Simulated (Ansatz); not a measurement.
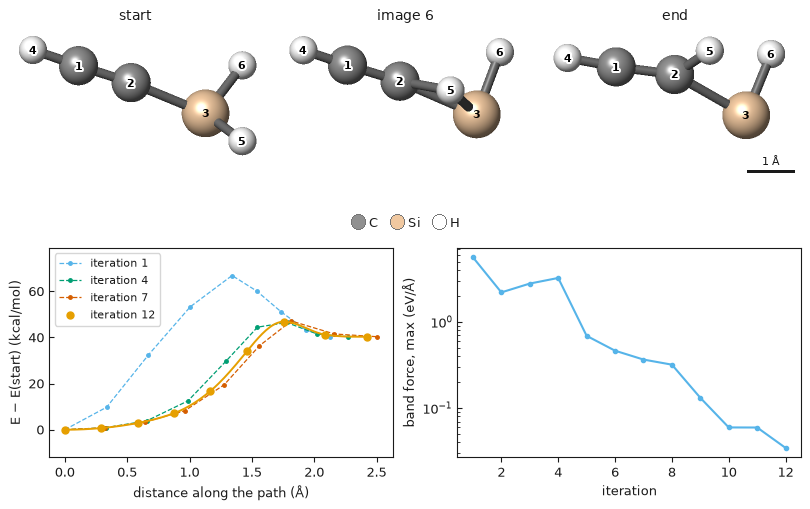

A nudged-elastic-band calculation for C2H3Si (multiplicity 2). Images are numbered from 0 (start) to 8 (end). The plot follows the band through its iterations. The picture is a ball-and-stick view, seen from a free direction.

All numbers below come from Ansatz, UKS PBE0/6-31G*. Set-up: 7 movable images; climbing image; force threshold 0.05 eV/Å; iteration limit 60; spring constant 0.5 eV/Å²; starting path through a guess of the saddle point.

Did the band converge, and can the barrier be trusted?

Answer. The run is converged, with reservations. The band converged in 12 iterations. The largest component of the band force went from 5.6 to 0.035 eV/Å. The climbing image converged on the top of the path. Its curvatures weren't checked. The first iteration put the highest image at 66.8 kcal/mol. Forward barrier 46.8 kcal/mol, backward barrier 6.5 kcal/mol, with image 6 at the top; the reaction energy is +40.3 kcal/mol.

The run took 4.1 min on 1 thread of Intel(R) Xeon(R) Processor @ 2.70GHz (shared host), peak memory 0.14 GiB.
